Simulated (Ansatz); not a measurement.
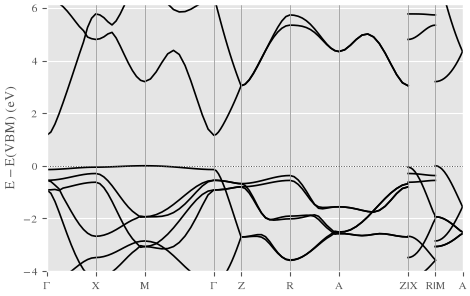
*Band structure from the program Ansatz at the PBE level (PAW)*

Read off the gap and where the band edges lie.

About 1.2 eV (1.16 eV by a search for the band edges); maximum at M, minimum at Γ.

The material is MgO in space group P4_2/mmc (No. 131; Mg on 2c, O on 2e).

The cell is a constructed one: a structure type filled with these elements; neither database checked (COD, Materials Project) lists it. It is not the phase usual at ambient conditions (space group No. 225). The PBE relaxation kept the symmetry of its start. At this level the phase is dynamically unstable (imaginary phonons).

Potentials: the later of the program's two PAW sets.
